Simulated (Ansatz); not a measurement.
**Phonon transport in Tm (P6_3/mmc)**

Aim: the lattice thermal conductivity of Tm against temperature, and which phonons carry it.

Calculated with Ansatz 0.2.0; DFT PBE, scalar-relativistic, plane waves, norm-conserving pseudopotentials, 4f in core.

### 1. The structure

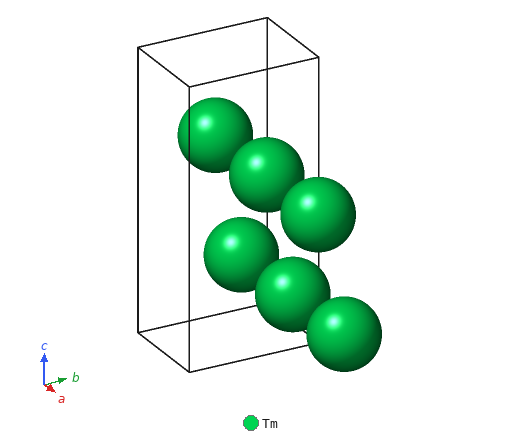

The starting structure, seen slightly off an axis (thulium green). 3×1×1 cells are drawn.

### 2. A first coarse run

Before spending time, one coarse run tells the gap and the pressure of the starting cell.

input.yaml reads:

```yaml
crystal:
  lattice:
    - [3.5375, 0.0, 0.0]
    - [-1.76875, 3.0635648659, 0.0]
    - [0.0, 0.0, 5.5546]
  atoms:
    - { symbol: Tm, position: [0.3333333333, 0.6666666667, 0.25] }
    - { symbol: Tm, position: [0.6666666667, 0.3333333333, 0.75] }
kpoints:
  mp_grid: { grid: [6, 6, 4] }
hamiltonian:
  xc: pbe
  pseudopotentials:
    kind: nc
    azcp: { Tm: "pseudopotentials/pbe/nc/lanthanide_3plus/Tm.nc.azcp" }
scf:
  occupations: { method: gaussian, width: 0.1 }
  lower_state_search: "off"
output:
  forces: true
  stress: true
  eigenvalues: true
```

Command:

```sh
$ ansatz run input.yaml --threads 18 --pin off --max-ram 92160MiB --backend cuda --events-out ev --progress --plain --runs-dir out
```

Numbers of over 12 decimals in the logs are rounded to 6 here.

Output:

```text
Engine: ansatz 0.2.0, aarch64-unknown-linux-gnu
Pseudopotentials: kind: nc
Pseudopotential: Tm, nc, valence charge 11, recommended cutoff 680.284656 eV (normal), <dir>
Functional definition: PBE
  parameter kappa = 0.804
  parameter beta = 0.066725
  exchange = pbe_x(kappa = kappa, mu = beta*pi^2/3)
  correlation = pbe_c(beta = beta)
device memory: the entry about to start is reckoned to put 1.0 GiB on a device that reports 182.5 GiB free
GPU FFT provider: cuFFT
GPU libraries: cuBLAS 13.8.1, cuFFT 12.4.0, cuSOLVER 12.3.2
GPU matrix products: emulated (plane waves: as basis.precision tells), large ones in fixed point in workspaces of 1.00 GiB
Crystal: 2 atoms, lattice volume = 60.197 Å³
Basis set: ecut = 680.284656 eV, 2429 PW (Γ), exchange–correlation on 64×64×96 points (8 copies of the dense FFT grid, shifted against one another)
Bands: 15, of which v1, the nominal top of the filled ones, is band 11 counted from 1 (10 counted from 0)
Symmetry: 24 space group operations
Space group: P63/mmc (ITA 194), of the structure as read, at distance tolerance 3.9e-5 Å
k-points: 21 of 144
Non-local potential: Tm, projectors of the file, l = 0: 2, l = 1: 2, l = 2: 2, l = 3: 1
Initial density: superposition of atomic densities (chi_scale 0.1, normalization cell)
Initial wavefunctions: pseudopotential atomic-orbital guess
GPU buffer pool allocated for 49152 grid points (all kernels)
GPU transforms: local potential and band sums: pruned to the plane-wave sphere, on 30×32×48
Functional: x = pbe(κ = 0.804, μ = 0.219515), c = pbe(β = 0.066725)
SCF iter   1: F=—  HF=-2495.775060 eV  |F-HF|=—  |Δ(HF+E_count)|=         —  Δρ=1.44e-2  dr2=1.79e-1  ethr=3.10e-3  ⟨swp⟩=5.0  Hψ=1409  notcnv=0
preconditioner: auto → none  [insulator: Δε(μ)=0.108 eV  Ē_g=3.098 eV  σ=0.100 eV  W_gap=0.55  n_scr=10 (ndim 8)  ℏωp=11.7 eV  f_vac=0.000  D(μ)=3.09/eV (n_scr^D=22)  ε∞_Penn≈15.3]
SCF iter   2: F=—  HF=-2495.738349 eV  |F-HF|=—  |Δ(HF+E_count)|=   3.67e-2  Δρ=6.43e-3  dr2=2.56e-2  ethr=8.12e-4  ⟨swp⟩=2.9  Hψ=700  notcnv=0
SCF iter   3: F=—  HF=-2495.738942 eV  |F-HF|=—  |Δ(HF+E_count)|=   5.93e-4  Δρ=1.26e-3  dr2=6.06e-4  ethr=1.16e-4  ⟨swp⟩=2.4  Hψ=502  notcnv=0
SCF iter   4: F=—  HF=-2495.739136 eV  |F-HF|=—  |Δ(HF+E_count)|=   1.94e-4  Δρ=9.55e-5  dr2=1.87e-6  ethr=2.76e-6  ⟨swp⟩=1.0  Hψ=315  notcnv=0
SCF iter   5: F=—  HF=-2495.739223 eV  |F-HF|=—  |Δ(HF+E_count)|=   8.72e-5  Δρ=9.39e-6  dr2=3.20e-8  ethr=4.55e-10  ⟨swp⟩=7.0  Hψ=2069  notcnv=0
SCF iter   6: F=-2495.739223 eV  HF=-2495.739223 eV  |F-HF|=3.87e-10  |Δ(HF+E_count)|=   4.90e-9  Δρ=1.80e-6  dr2=4.00e-10  ethr=1.45e-10  ⟨swp⟩=2.2  Hψ=1450  notcnv=0
SCF 1 converged in 6 iterations: F = -2495.739223 eV  dr2 = 4.00e-10
SCF converged after 6 iterations
Free energy (F): -2495.739223 eV
Harris-Foulkes:  -2495.739223 eV  (|F-HF|=3.87e-10)
Internal energy: -2495.723056 eV  (E = F + TS)
E sigma→0 (E₀):  -2495.731139 eV
Entropy (-TS):   -0.016168 eV (-8.084 meV/atom)
Fermi energy:    10.229292 eV
--- Per-component energies (eV) ---
  E_band       = -299.676387
  E_kinetic    = 622.585546
  E_local      = -1197.856460  (includes V_loc(G=0)·N_el)
  E_nonlocal   = -35.659872
  E_hartree    = 365.787972
  E_xc         = -633.194132
  E_vxc        = -420.321874  (∫ρ·V_xc dr)
  E_ewald      = -1617.386110
  E_smearing   = -0.016168  (= −TS)
  E_closure    = -0.000000  (closes the sum)
  Σ components = -2495.739223   (vs F -2495.739223, Δ=0.00e0)
--- Forces (eV/Å), atoms counted from 1 ---
  atom   1  Tm    -0.00000000    -0.00000000     0.00000000
  atom   2  Tm    -0.00000000     0.00000000     0.00000000
  max |Σ_I F_I| component: 1.85e-17 eV/Å
--- Stress (GPa, compression-positive) ---
        0.382519       0.000000       0.000000
        0.000000       0.382519       0.000000
        0.000000       0.000000      -0.940457
  P = ⅓ Tr σ = -0.0585 GPa (-0.585 kbar)
--- Band table (eV; the first three rows and the last of 21) ---
  k-point 0: bands = [... 7 lower, -14.8901, 4.5047, 7.8620, 11.0187, 12.2186, 12.2186, 12.5846, 12.9333]
  k-point 1: bands = [... 7 lower, -14.9458, 4.9549, 7.3956, 10.8561, 12.0572, 12.0572, 12.1407, 12.5884]
  k-point 2: bands = [... 7 lower, -14.9783, 6.1288, 6.1288, 11.2735, 11.2735, 12.1347, 12.1347, 12.1347]
  k-point 20: bands = [... 7 lower, -14.9980, 9.5910, 9.5910, 9.7328, 9.7328, 10.6029, 10.6029, 13.3722]
```

The job ended after 1.2 s (1 × NVIDIA GB200 with 18 threads of Arm Neoverse V2, shared host; peak memory 1.1 GiB).

Reading the cycles: dr2 is the Hartree energy of the density residual (eV), the measure of convergence; HF is the Harris–Foulkes estimate of the energy, which meets the free energy F at convergence.

The files freeze the 4f shell of Tm into the core, so its moment is left out.

This step gave:

- pressure: -0.05847 GPa
- volume per atom: 30.10 Å³/atom
- gap on the k-mesh: 0 eV

The start is under -0.058 GPa at this level and looks like a metal on this mesh.

### 3. Finding the static equilibrium

The vibrations must be taken about the equilibrium of this functional, not about the starting cell, so the structure is relaxed.

Edit input.yaml of step 2 so:

```diff
@@ -9,3 +9,3 @@
 kpoints:
-  mp_grid: { grid: [6, 6, 4] }
+  mp_grid: { grid: [15, 15, 8] }
 hamiltonian:
@@ -22 +22,6 @@
   eigenvalues: true
+relax:
+  adjacent_minimum: "off"
+  f_tol: 0.005
+  max_steps: 80
+  cell: { stress_tol: 0.05 }
```

Output:

```text
[...]
Crystal: 2 atoms, lattice volume = 60.197 Å³
Basis set: ecut = 680.284656 eV, 2429 PW (Γ), exchange–correlation on 64×64×96 points (8 copies of the dense FFT grid, shifted against one another)
Bands: 15, of which v1, the nominal top of the filled ones, is band 11 counted from 1 (10 counted from 0)
Symmetry: 24 space group operations
[...]
k-points: 135 of 1800
[...]
SCF iter   1: F=—  HF=-2495.754809 eV  |F-HF|=—  |Δ(HF+E_count)|=         —  Δρ=1.41e-2  dr2=1.73e-1  ethr=3.10e-3  ⟨swp⟩=5.0  Hψ=9113  notcnv=0
[...]
SCF iter   2: F=—  HF=-2495.734908 eV  |F-HF|=—  |Δ(HF+E_count)|=   1.99e-2  Δρ=9.58e-3  dr2=7.89e-2  ethr=7.88e-4  ⟨swp⟩=1.2  Hψ=3129  notcnv=0
[...]
SCF iter   6: F=-2495.719990 eV  HF=-2495.719990 eV  |F-HF|=1.31e-9  |Δ(HF+E_count)|=   2.15e-7  Δρ=3.97e-6  dr2=8.08e-9  ethr=4.55e-10  ⟨swp⟩=5.0  Hψ=12009  notcnv=0
SCF 1 converged in 6 iterations: F = -2495.719990 eV  dr2 = 8.08e-9
relax step   1: F+E_penalty+E_count = -2495.71998998 eV  Δ(F+E_penalty+E_count) = +0.000e0 eV  max|allowed force component| = 7.401e-17 eV/Å  Δτ_max = 0.0000 Å  P = -0.194 GPa  Ω = 60.197 Å³  (6 SCF iters, dr2 threshold 1.00e-7 eV, accepted)
[...]
Crystal: 2 atoms, lattice volume = 59.905 Å³
Basis set: ecut = 680.284656 eV, 2417 PW (Γ), exchange–correlation on 64×64×96 points (8 copies of the dense FFT grid, shifted against one another)
[...]
iter 1 solved again at ethr=9.40e-8 eV; its pass at ethr=3.10e-3 eV (dr2=2.07e-5 eV) is discarded
[...]
SCF iter   3: F=-2495.721909 eV  HF=-2495.721909 eV  |F-HF|=4.28e-9  |Δ(HF+E_count)|=   8.27e-7  Δρ=1.35e-5  dr2=9.02e-8  ethr=9.09e-10  ⟨swp⟩=3.8  Hψ=10859  notcnv=0
SCF 2 converged in 3 iterations: F = -2495.721909 eV  dr2 = 9.02e-8
relax step   2: F+E_penalty+E_count = -2495.72190860 eV  Δ(F+E_penalty+E_count) = -1.919e-3 eV  max|allowed force component| = 3.701e-17 eV/Å  Δτ_max = 0.0000 Å  P = +0.039 GPa  Ω = 59.905 Å³  energy of the carried Pulay correction = +7.444e-4 eV  (3 SCF iters, dr2 threshold 2.00e-7 eV, accepted)
[...]
Crystal: 2 atoms, lattice volume = 59.965 Å³
[...]
SCF iter   3: F=-2495.721771 eV  HF=-2495.721771 eV  |F-HF|=3.92e-10  |Δ(HF+E_count)|=   2.54e-8  Δρ=2.24e-6  dr2=2.61e-9  ethr=5.04e-11  ⟨swp⟩=3.3  Hψ=8385  notcnv=0
SCF 3 converged in 3 iterations: F = -2495.721771 eV  dr2 = 2.61e-9
relax step   3: F+E_penalty+E_count = -2495.72177078 eV  Δ(F+E_penalty+E_count) = +1.378e-4 eV  max|allowed force component| = 3.007e-17 eV/Å  Δτ_max = 0.0000 Å  P = -0.011 GPa  Ω = 59.965 Å³  energy of the carried Pulay correction = +5.905e-4 eV  (3 SCF iters, dr2 threshold 1.11e-8 eV, accepted)
[...]
relax step   4: F+E_penalty+E_count = -2495.72124457 eV  Δ(F+E_penalty+E_count) = +5.262e-4 eV  max|allowed force component| = 3.701e-17 eV/Å  Δτ_max = 0.0000 Å  P = -0.025 GPa  Ω = 59.965 Å³  stress off target by 5.34e-2 GPa  SCF on the basis re-selected at this cell (its energy is not comparable with the rows above)  (4 SCF iters)
[...]
relax step   5: F+E_penalty+E_count = -2495.72133161 eV  Δ(F+E_penalty+E_count) = -8.703e-5 eV  max|allowed force component| = 1.110e-16 eV/Å  Δτ_max = 0.0000 Å  P = +0.001 GPa  Ω = 59.933 Å³  energy of the carried Pulay correction = +8.158e-5 eV  (3 SCF iters, dr2 threshold 7.13e-9 eV, accepted)
[...]
SCF iter   1: F=—  HF=-2495.721169 eV  |F-HF|=—  |Δ(HF+E_count)|=         —  Δρ=3.46e-6  dr2=7.56e-10  ethr=5.33e-8  ⟨swp⟩=3.0  Hψ=15714  notcnv=0
eigensolver tolerance schedule: the retry pair's looser diagonalisation over-reported the residual by 15495.16 of it (diagonalisation noise at 0.36 of the residual, at the tolerance the schedule requests for it); recorded, not acted on — ethr = c·dr2/N_el stays at c = 1.0e-1
SCF iter   2: F=—  HF=-2495.721261 eV  |F-HF|=—  |Δ(HF+E_count)|=   9.22e-5  Δρ=1.84e-6  dr2=3.10e-10  ethr=3.44e-12  ⟨swp⟩=2.9  Hψ=3886  notcnv=0
SCF iter   3: F=-2495.721261 eV  HF=-2495.721261 eV  |F-HF|=1.36e-12  |Δ(HF+E_count)|=  6.08e-10  Δρ=1.51e-7  dr2=7.37e-12  ethr=1.00e-12  ⟨swp⟩=4.8  Hψ=12906  notcnv=0
SCF 6 converged in 3 iterations: F = -2495.721261 eV  dr2 = 7.37e-12
relax step   6: F+E_penalty+E_count = -2495.72126140 eV  Δ(F+E_penalty+E_count) = +7.021e-5 eV  max|allowed force component| = 1.226e-16 eV/Å  Δτ_max = 0.0000 Å  P = -0.001 GPa  Ω = 59.933 Å³  stress off target by 1.12e-3 GPa  SCF on the basis re-selected at this cell (its energy is not comparable with the rows above)  (3 SCF iters)
[...]
SCF converged after 3 iterations
Free energy (F): -2495.721261 eV
[...]
Internal energy: -2495.704853 eV  (E = F + TS)
E sigma→0 (E₀):  -2495.713057 eV
Entropy (-TS):   -0.016408 eV (-8.204 meV/atom)
Fermi energy:    10.209644 eV
[...]
--- Stress (GPa, compression-positive) ---
       -0.000258       0.000000       0.000000
        0.000000      -0.000258       0.000000
        0.000000       0.000000      -0.001125
  P = ⅓ Tr σ = -0.0005 GPa (-0.005 kbar)
--- Band table (eV; the first three rows and the last of 135) ---
  k-point 0: bands = [... 7 lower, -14.8183, 4.5480, 7.9379, 11.1624, 12.2562, 12.2562, 12.7317, 13.0006]
  k-point 1: bands = [... 7 lower, -14.8440, 4.6659, 7.8322, 11.0717, 12.1814, 12.1814, 12.6083, 12.8885]
  k-point 2: bands = [... 7 lower, -14.8766, 5.0086, 7.4842, 10.9641, 12.0756, 12.0756, 12.2729, 12.6311]
  k-point 134: bands = [... 7 lower, -14.9250, 9.6291, 9.6291, 9.7763, 9.7763, 10.6608, 10.6608, 13.4659]
--- Relaxed structure (4 steps of the walk, 4 accepted, 2 SCFs on fresh bases) ---
  F+E_penalty+E_count = -2495.72126140 eV   max|allowed force component| = 1.226e-16 eV/Å   (the final SCF, on the basis selected at the relaxed cell)
  cell:  # Å, volume = 59.9334 Å³
    - [3.545643, 0.0, 0.0]
    - [-1.772821, 3.070617, 0.0]
    - [0.0, 0.0, 5.504884]
  atoms:
    - { symbol: Tm, position: [0.333333, 0.666667, 0.250000] }
    - { symbol: Tm, position: [0.666667, 0.333333, 0.750000] }
```

It took 3.4 s on 1 × NVIDIA GB200 with 18 threads; peak memory 1.1 GiB; 12 s of CPU time.

Step by step:

```
step  energy less that of the first step (eV)  largest force component (eV/Å)  pressure (GPa)  volume (Å³)
   1                                   0.0000                          0.0000           -0.19        60.20
   2                                  -0.0019                          0.0000            0.04        59.90
   3                                  -0.0018                          0.0000           -0.01        59.97
  4*                                  -0.0013                          0.0000           -0.02        59.97
   5                                  -0.0013                          0.0000            0.00        59.93
  6*                                  -0.0013                          0.0000            0.00        59.93
```

Relaxation steps marked * repeat the geometry before them on a plane-wave basis chosen anew for their cell, so energy and pressure can jump there.

Forces are held to the 24 operations that the run works with; a distortion that breaks them can't arise in this run.

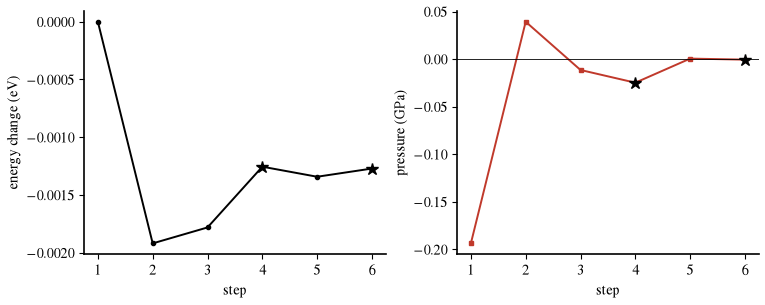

Energy and pressure along the relaxation. Stars mark steps on a basis chosen anew.

```
conventional cell, symmetrised  before  after  change
                         a (Å)   3.538  3.546  +0.2 %
                         b (Å)   3.538  3.546  +0.2 %
                         c (Å)   5.555  5.505  -0.9 %
              volume (Å³/atom)   30.10  29.97  -0.4 %
```

The relaxed structure:

```xyz
2
Lattice="3.5456 0.0000 0.0000 -1.7728 3.0706 0.0000 0.0000 0.0000 5.5049" Properties=species:S:1:pos:R:3 pbc="T T T"
Tm    0.0000    2.0471    1.3762
Tm    1.7728    1.0235    4.1287
```

Numbers from this step:

```yaml
pressure: -5.47e-4 GPa
volume_per_atom: 29.97 Å³/atom
```

The relaxation ends with a pressure of 0.00 GPa.

### 4. Relaxing to small residual forces and stress

The thresholds are tightened for a last relaxation ahead of the phonons, and where mesh or smearing change with them the cell follows.

input.yaml, the sections that differ from step 3:

```yaml
crystal:
  lattice:
    - [3.5456425262, 0.0, 0.0]
    - [-1.7728212631, 3.0706165004, 0.0]
    - [0.0, 0.0, 5.5048838656]
  atoms:
    - { symbol: Tm, position: [0.3333333333, 0.6666666667, 0.25] }
    - { symbol: Tm, position: [0.6666666667, 0.3333333333, 0.75] }
scf:
  occupations: { method: methfessel_paxton, width: 0.2 }
  lower_state_search: "off"
relax:
  adjacent_minimum: "off"
  f_tol: 0.001
  max_steps: 60
  cell: { stress_tol: 0.01 }
# kpoints, hamiltonian, output: as in step 3
```

Output:

```text
[...]
GPU FFT provider: cuFFT
GPU libraries: cuBLAS 13.8.1, cuFFT 12.4.0, cuSOLVER 12.3.2
[...]
Crystal: 2 atoms, lattice volume = 59.933 Å³
Basis set: ecut = 680.284656 eV, 2417 PW (Γ), exchange–correlation on 64×64×96 points (8 copies of the dense FFT grid, shifted against one another)
[...]
k-point 134: bands = [... 7 lower, -14.9247, 9.6292, 9.6292, 9.7763, 9.7763, 10.6606, 10.6606, 13.4674]
--- Relaxed structure (2 steps of the walk, 2 accepted, 1 SCFs on fresh bases) ---
[...]
cell:  # Å, volume = 59.9312 Å³
    - [3.546254, 0.0, 0.0]
    - [-1.773127, 3.071146, 0.0]
    - [0.0, 0.0, 5.502784]
  atoms:
    - { symbol: Tm, position: [0.333333, 0.666667, 0.250000] }
    - { symbol: Tm, position: [0.666667, 0.333333, 0.750000] }
[key lines of the parts left out:]
SCF converged after 5 iterations
Free energy (F): -2495.712472 eV
Fermi energy:    10.213578 eV
P = ⅓ Tr σ = 0.0002 GPa (0.002 kbar)
```

It took 2.4 s on 1 × NVIDIA GB200 with 18 threads; peak memory 1.1 GiB; 7.1 s of CPU time.

Little changed from the start: no atom moved by 0.005 Å and no cell edge by 0.1 %.

This step gave:

```yaml
pressure: 1.51e-4 GPa
```

The residual pressure is 1.5e-4 GPa, small enough for phonons.

[end of part 1 of 3]

[Logs are printed without paths, hosts, clocks, repeated set-up lines and the standing remarks that a program may print on its own settings, such as how far it seeks lower states.]

[Hosts, paths, dates, database ids (printed as entryN), source tags and the programs' standing remarks are cut or masked in the printed files.]

[A step with changed settings may run another functional than the one named; its input shows which.]
